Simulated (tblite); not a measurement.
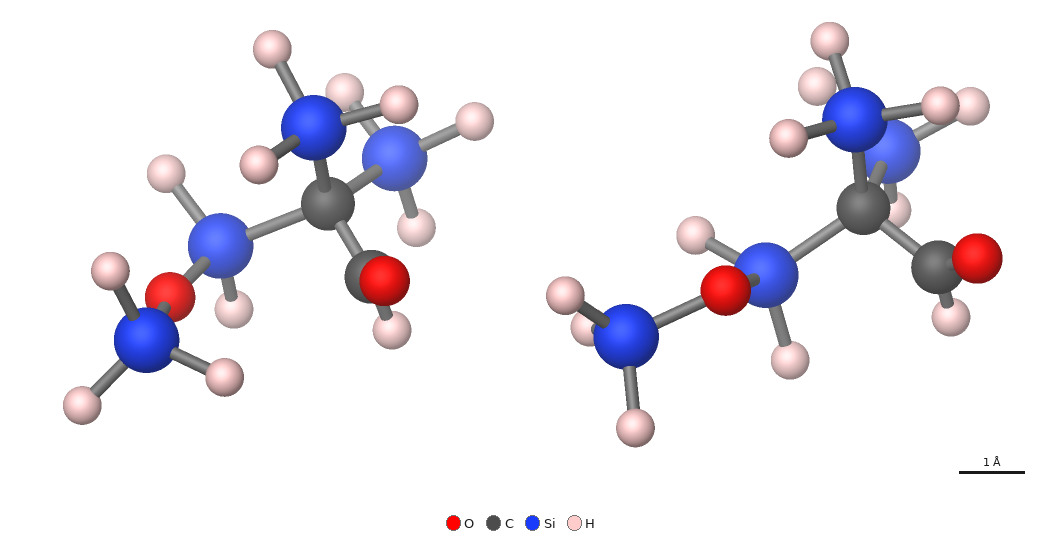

Two geometries of C2H12O2Si4, drawn at one scale. One is the start of a relaxation, the other its converged end. The picture is a ball-and-stick view, seen from a free direction.

Method: GFN2-xTB geometry optimisation, gas phase in tblite 0.8.0. 

Q: Which one is relaxed?

A: The left one is the relaxed one. The largest move after the best rigid fit is that of an H atom, 1.92 Å. By element the largest moves are H 1.92 Å, O 1.30 Å, Si 0.94 Å, C 0.75 Å. Near-neighbour distances that change, for instance: Si–Si 2.853 → 3.197 Å, O–Si 2.871 → 2.636 Å, O–Si 1.727 → 1.610 Å, O–Si 1.703 → 1.629 Å. Bond angles that change, for instance: Si–O–Si 112.6° → 161.4°, Si–C–Si 104.7° → 115.1°, C–C–Si 110.2° → 101.9°. Groups turn about O–Si by about 170°, O–Si by about 145°, C–Si by about 35°. After 195 geometry steps the energy has fallen by 1.050 eV. Cost: 3.7 s on 1 thread of Intel(R) Xeon(R) Processor @ 2.70GHz, with other jobs on the host.
